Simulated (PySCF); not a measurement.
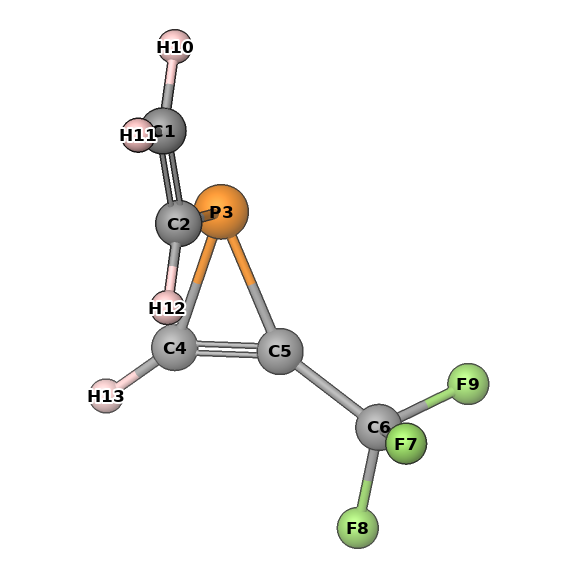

P3 lies behind C2. The molecule seen a little off the C2–P3 bond, C2 in front. Depth is shown by fading: the farther an atom, the more it takes the colour of the background. The computed structure is the end point of a PBE0-D3(BJ)/def2-SVP optimisation. No frequency run is at hand to confirm it as a minimum.

What is the torsion angle C1–C2–P3–C4? The sign is positive where the front bond must turn clockwise to cover the back bond.

Answer. −157°, antiperiplanar (anti).
